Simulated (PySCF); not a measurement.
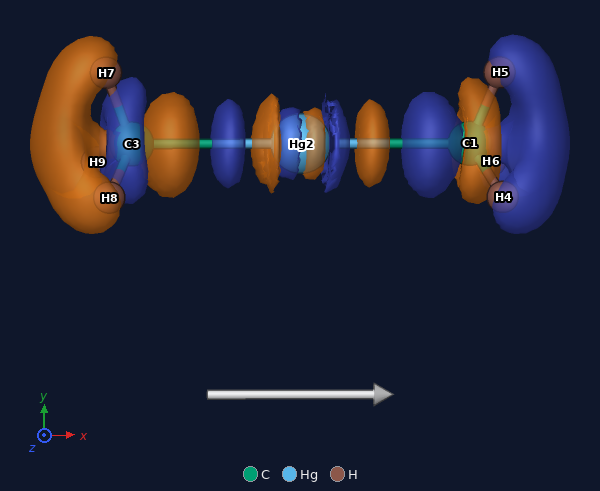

*C2H6Hg, SMILES `C[Hg]C`. Change of the electron density in a uniform field of 0.21 V/Å along +x (arrow), surfaces at ±0.003 e/Å³ (orange: gain, blue: loss).*

Method: ωB97X/def2-TZVP; geometry: GFN2-xTB; program: PySCF. Core potentials replace the inner electrons of Hg; spin–orbit coupling isn't included. No frequency check shows the geometry to be a minimum. A basis without diffuse functions makes polarisabilities too small. GFN2-xTB bond lengths at metals and heavier atoms can be off by up to 0.1 Å and shapes distorted, which carries into these values.

Input script:

```python
import numpy as np
from pyscf import gto, scf, dft
from pyscf.scf import atom_ks, atom_hf
from scipy.linalg import block_diag

def solve(mol, dm0=None, hcore=None):
    mf = (dft.UKS if mol.spin else dft.RKS)(mol, xc='wb97x')
    mf.grids.level = 3
    mf = mf.density_fit(auxbasis='def2-universal-jkfit')
    mf.conv_tol, mf.max_cycle = 1e-8, 80
    if hcore is not None:
        mf.get_hcore = lambda *args: hcore
    mf.kernel(dm0)
    if not mf.converged:
        mf = mf.newton().run(mf.mo_coeff, mf.mo_occ, max_cycle=30)
    assert mf.converged, 'SCF not converged'
    return mf

mol = gto.M(atom='''
C      2.34717    -0.00106    -0.00061
Hg     0.00000     0.00022     0.00011
C     -2.34718     0.00005     0.00049
H      2.73034    -0.72766     0.71674
H      2.73064     0.98331     0.27026
H      2.73005    -0.25883    -0.98825
H     -2.73006     0.98799     0.25883
H     -2.73035    -0.72639     0.71803
H     -2.73064    -0.27029    -0.98354
''', basis='def2-tzvp', ecp={'Hg': 'def2-tzvp'}, charge=0, spin=0, verbose=4)
field = np.array([0.004, 0.0, 0.0])  # atomic units
mol.set_common_orig(mol.atom_charges() @ mol.atom_coords() / mol.atom_charges().sum())
mf = solve(mol)
out = dict(dm0=mf.make_rdm1(), d0=mf.dip_moment(unit='AU'), e0=mf.e_tot)
for name, sign in (('p', 1), ('m', -1)):
    h = mf.get_hcore() + sign * np.einsum('x,xij->ij', field, mol.intor('int1e_r'))
    mi = solve(mol, mf.make_rdm1(), h)
    out.update({'dm' + name: mi.make_rdm1(), 'd' + name: mi.dip_moment(unit='AU'), 'e' + name: mi.e_tot})
# spherically averaged free atoms, for the promolecule
atom_ks.AtomSphAverageRKS.init_guess_by_vsap = lambda self, mol=None: self.init_guess_by_minao(mol)  # core potentials
atm = atom_ks.get_atm_nrks(mol, xc='wb97x')
pro = block_diag(*[(atm[a[0]][2] * atm[a[0]][3]) @ atm[a[0]][2].T for a in mol._atom])
np.savez('result.npz', pro=pro, **out)
```

Launched as:

```sh
OMP_NUM_THREADS=1 python input.py
```

The run took 24 s on 1 thread of Intel(R) Xeon(R) Platinum 8488C (Sapphire Rapids), with other jobs on the host, peak memory 0.69 GiB.

Partitions, critical points and surface values were worked out afterwards from this run's density.

### How large is the response?

The induced dipole is 1.13 D (along the field); α along this axis, from the fields in both directions, is 111 bohr³ (16.4 Å³).

### Which atoms gain and lose the most charge?

Electrons gather most on C3 (Hirshfeld charge changes by −0.015 e) and leave C1 most (+0.015 e); 0.070 electrons are displaced in all.
